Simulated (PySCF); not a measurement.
# doublet [SiH2F2]+ at 6 levels

We compute a comparison of 6 runs (U-r2SCAN/aug-cc-pVDZ, UBLYP/aug-cc-pVDZ, UPBE/aug-cc-pVDZ, UPBE0/aug-cc-pVDZ, USVWN5/aug-cc-pVDZ, USCS-MP2/aug-cc-pVDZ) of doublet [SiH2F2]+. The job is set up through a Python script.

The results are computed with PySCF 2.14.0.

2 further runs of the same task are left out: 2 set aside as unsound or not needed.

## Step 1: The structure to begin with

The species is [SiH2F2]+ (5 atoms), meant as a doublet with charge +1. SMILES of the parent species: `F[SiH2]F`. The coordinates come from a PBE0-D4/def2-TZVP relaxation. That shape belongs to the parent species and isn't relaxed for this state.

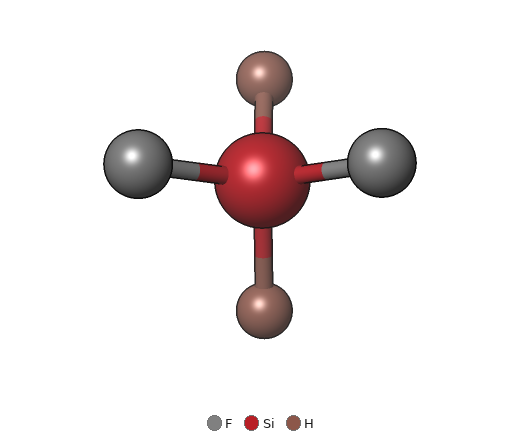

The structure, seen from a chosen angle (fluorine grey, silicon red, hydrogen brown).

## Step 2: The energy at U-r2SCAN/aug-cc-pVDZ (run 1)

Input file input.py:

```python
from pyscf import gto, dft

mol = gto.M(
    atom='''
F     -2.039033     1.017051     1.853292
Si    -0.009864    -0.001020    -0.102215
F      2.357679    -0.983773     1.449250
H     -1.115827    -2.151907    -1.485892
H      0.807045     2.119668    -1.714454
''',
    max_memory=1860,
    verbose=3,
    charge=1,
    unit='bohr',
    basis='aug-cc-pvdz',
    spin=1,
)

mf = dft.UKS(mol, xc='r2scan')
mf.grids.level = 5
mf.conv_tol = 1e-10
mf.kernel()
if not mf.converged:
    mf = mf.newton().run(mf.mo_coeff, mf.mo_occ)

energy = mf.e_tot
print(f'total energy: {energy:.8f} hartree')
```

The run is started by

```bash
OMP_NUM_THREADS=1 python input.py
```

Log:

```text
converged SCF energy = -489.945017625368  <S^2> = 0.76119577  2S+1 = 2.0111646
total energy: -489.94501763 hartree
```

Run time: 58 s. Hardware: 1 thread of Arm Neoverse V1, shared host; peak memory 0.52 GiB.

## Step 3: The energy at UBLYP/aug-cc-pVDZ (run 2)

Input file run.py:

```python
from pyscf import gto, dft

mol = gto.Mole()
mol.atom = '''
F     -1.079010     0.538200     0.980720
Si    -0.005220    -0.000540    -0.054090
F      1.247630    -0.520590     0.766910
H     -0.590470    -1.138740    -0.786300
H      0.427070     1.121680    -0.907250
'''
mol.basis = 'aug-cc-pvdz'
mol.spin = 1
mol.charge = 1
mol.verbose = 3
mol.max_memory = 1860
mol.build()

ks = dft.UKS(mol, xc='blyp')
ks.conv_tol = 1e-10
ks.grids.level = 5
ks.kernel()
if not ks.converged:
    ks = ks.newton().run(ks.mo_coeff, ks.mo_occ)

etot = ks.e_tot
print('E(%s) = %.9f' % ('BLYP', etot))
```

The run is started by

```bash
OMP_NUM_THREADS=1 python run.py
```

Log:

```text
converged SCF energy = -490.040755038901  <S^2> = 0.75534252  2S+1 = 2.0053354
E(BLYP) = -490.040755039
```

It took 26 s on 1 thread of Arm Neoverse V1, shared host; peak memory 0.46 GiB.

## Step 4: A single-point energy at UPBE/aug-cc-pVDZ (run 3)

Input file start.xyz:

```xyz
5

F     -1.079010     0.538200     0.980720
Si    -0.005220    -0.000540    -0.054090
F      1.247630    -0.520590     0.766910
H     -0.590470    -1.138740    -0.786300
H      0.427070     1.121680    -0.907250
```

Input file input.py:

```python
from pyscf import gto, dft

mol = gto.M(
    atom='start.xyz',
    basis='aug-cc-pvdz',
    charge=1,
    max_memory=1860,
    verbose=3,
    spin=1,
)

mf = dft.UKS(mol, xc='pbe')
mf.conv_tol = 1e-10
mf.grids.level = 5
mf.kernel()
if not mf.converged:
    mf = mf.newton().run(mf.mo_coeff, mf.mo_occ)

energy = mf.e_tot
print('E(%s) = %.9f' % ('PBE', energy))
```

The run is started by

```bash
OMP_NUM_THREADS=1 python input.py
```

Log:

```text
converged SCF energy = -489.715161563197  <S^2> = 0.75469388  2S+1 = 2.0046884
E(PBE) = -489.715161563
```

Run time: 26 s. Hardware: 1 thread of Arm Neoverse V1, shared host; peak memory 0.46 GiB.

Runs 4 to 5 aren't shown in full; the table further down has their settings and results.

## Step 5: The energy at USCS-MP2/aug-cc-pVDZ (run 6)

Input file input.py:

```python
from pyscf import gto, mp

molecule = gto.M(
    atom='''
F   -1.079010   0.538200   0.980720
Si  -0.005220  -0.000540  -0.054090
F    1.247630  -0.520590   0.766910
H   -0.590470  -1.138740  -0.786300
H    0.427070   1.121680  -0.907250
''',
    basis='aug-cc-pvdz',
    verbose=3,
    spin=1,
    charge=1,
    max_memory=1860,
)

mf = molecule.UHF()
mf.conv_tol = 1e-10
mf.kernel()
if not mf.converged:
    mf = mf.newton().run(mf.mo_coeff, mf.mo_occ)

pt = mp.MP2(mf, frozen=7).run()
e_tot = mf.e_tot + 1.2 * pt.e_corr_os + pt.e_corr_ss / 3
print('Final energy', e_tot)
```

The run is started by

```bash
OMP_NUM_THREADS=1 python input.py
```

Log:

```text
converged SCF energy = -488.651924486402  <S^2> = 0.80183575  2S+1 = 2.0511809
E(UMP2) = -489.153495549992  E_corr = -0.50157106359018
E(SCS-UMP2) = -489.137906657413  E_corr = -0.485982171011046
Final energy -489.1379066574129
```

It took 3.3 s on 1 thread of Arm Neoverse V1, shared host; peak memory 0.22 GiB.

## Step 6: The series

| run | level | integration grid | frozen core orbitals | energy (Eh) | HOMO energy (eV) | LUMO energy (eV) | ⟨S²⟩ | wall time |
| --- | --- | --- | --- | --- | --- | --- | --- | --- |
| 1 | U-r2SCAN/aug-cc-pVDZ | 5 | – | -489.945018 | -17.68 | -15.89 | 0.761 | 58 s |
| 2 | UBLYP/aug-cc-pVDZ | 5 | – | -490.040755 | -17.03 | -15.79 | 0.755 | 26 s |
| 3 | UPBE/aug-cc-pVDZ | 5 | – | -489.715162 | -17.07 | -15.86 | 0.755 | 26 s |
| 4 | UPBE0/aug-cc-pVDZ | 5 | – | -489.731030 | -18.96 | -15.28 | 0.761 | 23 s |
| 5 | USVWN5/aug-cc-pVDZ | 5 | – | -487.613300 | -17.03 | -15.97 | 0.753 | 18 s |
| 6 | USCS-MP2/aug-cc-pVDZ | – | 7 | -489.137907 | -22.35 | -11.74 | 0.802 | 3.3 s |

## Step 7: Summary of results

| quantity | value |
| --- | --- |
| run 6: total energy | -489.13791 Eh |
| run 6: HOMO energy (Hartree–Fock orbitals) (highest over α and β) | -22.35 eV |
| run 6: LUMO energy (Hartree–Fock orbitals) (lowest over α and β) | -11.74 eV |
| run 6: correlation energy (7 core orbitals frozen) | -486.0 mEh |
| run 6: ⟨S²⟩ of the reference determinant | 0.802 |

Totals of different functionals can't be ranked against each other. All runs together took 2.6 min, the longest 58 s.
